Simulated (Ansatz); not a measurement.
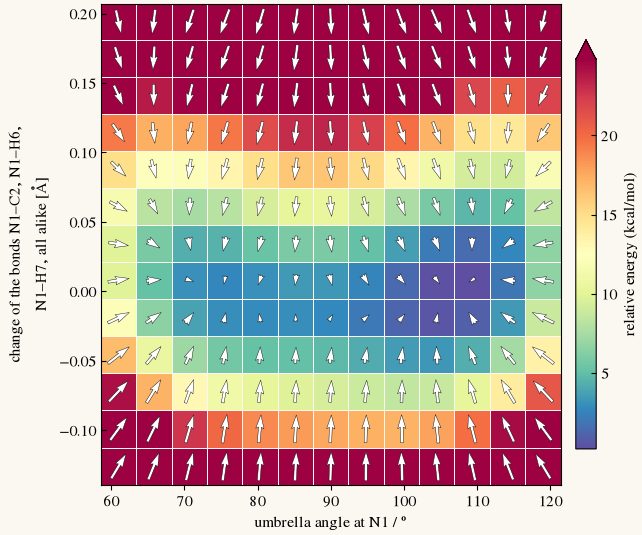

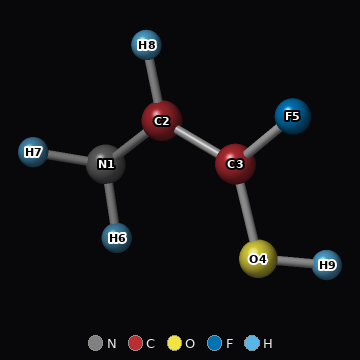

Energy landscape of C2H4FNO, SMILES NC=C(O)F. First axis: umbrella angle at N1 (between each of its bonds and their common axis; 90 is planar). Second axis: change of the bonds N1–C2, N1–H6, N1–H7, all alike. Nothing is relaxed (all other coordinates rigid). The scan uses a 13 × 13 grid. Points are written as (first, second). All energies are given in kcal/mol relative to the relaxed molecule at the same level. All numbers below come from RKS CAM-B3LYP-D4/def2-SVP (Ansatz).

Drawn: one coloured cell a grid point, arrows along the force (downhill), their lengths compressed, one colour for all values above the top of the scale. The second picture is the structure at the lowest point.

### Where are the wells?

The lowest grid point is at (109.3°, 0.008 Å), 0.20 kcal/mol from the relaxed molecule at the same level. The highest grid point, (61.0°, −0.126 Å), lies 50.4 kcal/mol above the lowest. Round the minimum the valley is somewhat tilted: raising the first coordinate shifts the best value of the second coordinate upwards (coupling k₁₂/√(k₁₁k₂₂) about −0.3).

The input of one point:

```yaml
crystal:
  periodic: [false, false, false]
  atoms:
    - { symbol: "N", position_ang: [-0.396596, 0.070327, -1.452029] }
    - { symbol: C, position_ang: [0.574001, -0.136817, -0.453423] }
    - { symbol: C, position_ang: [0.338011, -0.033121, 0.851787] }
    - { symbol: O, position_ang: [-0.807683, 0.437001, 1.383166] }
    - { symbol: F, position_ang: [1.257475, -0.367368, 1.768103] }
    - { symbol: H, position_ang: [-1.210549, 0.54973, -1.056606] }
    - { symbol: H, position_ang: [-0.025489, 0.65194, -2.208097] }
    - { symbol: H, position_ang: [1.565853, -0.456964, -0.77551] }
    - { symbol: H, position_ang: [-1.138116, -0.187821, 2.044673] }
basis:
  gaussian: { orbitals: def2-SVP }
hamiltonian:
  xc: { name: CAM-B3LYP }
  dispersion: d4
output:
  forces: true
```

Each point was launched as `ansatz run input.yaml --threads 1 --pin off --max-ram 2560MiB --backend cpu --events-out ev --progress --plain --runs-dir out`. The whole map (169 points run) took 18 min on 1 thread of Arm Neoverse N1, with other jobs on the host.
